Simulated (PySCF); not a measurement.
**C₆H₁₉N₃Si (SiH(NMe2)3): density, localisation and related maps**

Input

```
{"job": {"kind": "nmr", "xc": "PBE0", "basis": "pcSseg-1"}, "charge": 0, "multiplicity": 1}
Si    -0.085686     0.089977     0.711985
H     -0.255936     0.285035     2.187674
N      1.602292     0.098575     0.317044
C      2.173097     0.839285    -0.772870
C      2.529997    -0.712105     1.058530
H      2.983563     1.513704    -0.431396
H      1.402234     1.460301    -1.252052
H      2.607042     0.179987    -1.552469
H      2.031159    -1.179146     1.922600
H      2.963580    -1.531036     0.448690
H      3.375844    -0.112867     1.448831
N     -0.912121     1.388296    -0.085795
C     -1.596024     1.231696    -1.340206
C     -0.809050     2.741661     0.387608
H     -2.620079     1.652380    -1.298388
H     -1.684641     0.163980    -1.590827
H     -1.074271     1.733408    -2.181537
H     -0.366984     2.765241     1.396432
H     -0.177428     3.380729    -0.263523
H     -1.803523     3.224419     0.450882
N     -0.776585    -1.440834     0.286535
C     -2.042878    -1.853362     0.828105
C     -0.216637    -2.327591    -0.696205
H     -2.849724    -1.866074     0.067067
H     -2.361444    -1.169356     1.630613
H     -1.988236    -2.870866     1.262662
H      0.758835    -1.946830    -1.033737
H     -0.060219    -3.345159    -0.286399
H     -0.865707    -2.435642    -1.589284
```

Launched as:

```sh
OMP_NUM_THREADS=2 python probes_run.py task.json out
```

Geometry: PBE0-D3(BJ)/def2-SVP.

Theory: PBE0/pcSseg-1, SCF density, gas phase, non-relativistic (PySCF 2.14.0).

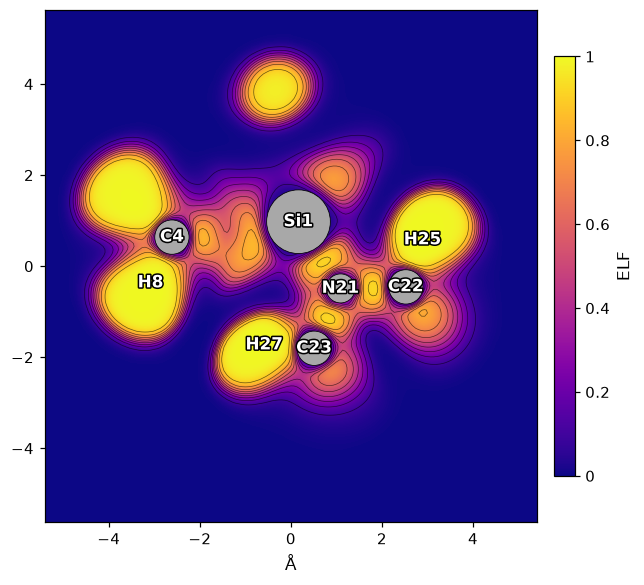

Figure 1. Electron localisation function on the plane of atoms Si1, N21 and C23. Grey discs cover the atomic cores.

> Read the bonding off the picture.

Atoms in the plane: Si, C, H and N. C–N (1.44 Å): the ELF peaks at about 0.90 between the atoms; a covalent bond. Si–N (1.73 Å): the ELF peaks at about 0.90 between the atoms; a polar covalent bond. C–H (1.11 Å): the ELF climbs to about 1 towards the hydrogen, as it does in any bond to H; an ordinary covalent bond to hydrogen.

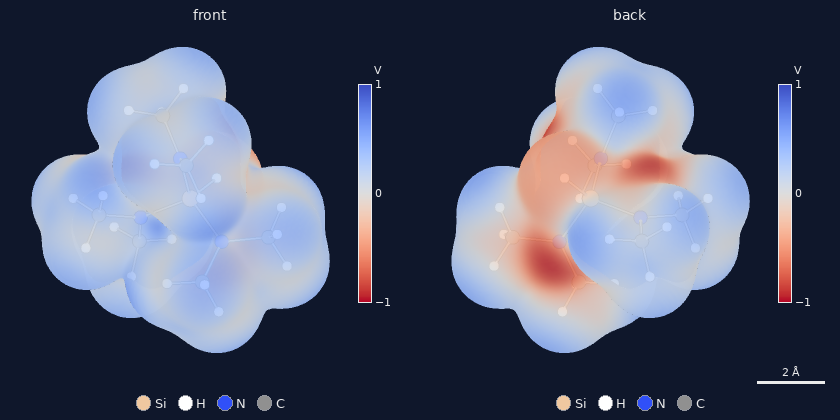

Figure 2. The electrostatic potential painted on the density surface at 0.002 e/bohr³, seen from the front and from behind; the colour scale runs from red (negative) to blue (positive).

> Where is the surface potential most negative and most positive?

The most negative region (about −0.8 V) lies over N3, N12 and N21, the most positive (about +0.5 V) over the H and Si atoms.

> How polar is the molecule by this calculation?

Its dipole moment is 0.73 D.
